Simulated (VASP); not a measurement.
Band structure of YSi₂ (space group C2/c). Computed with r2SCAN meta-GGA, VASP's PBE PAW potentials (set 64) (plane waves; VASP).

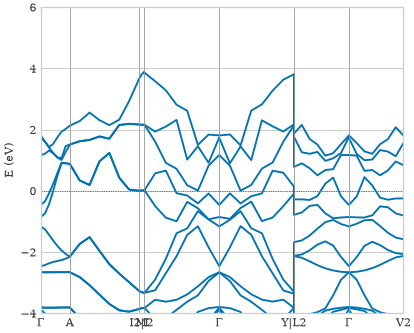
Fig. 1. Bands along high-symmetry lines, zero at the valence-band maximum or, without a gap, the Fermi level

### Question
Read the plot: is there a gap, and where are the band edges?

### Answer
It has no gap at this level: it comes out as a metal or semimetal.

The structure comes from a computed database's YSi2 entry (C2/c); how it stands against other phases isn't given here. It was relaxed first.
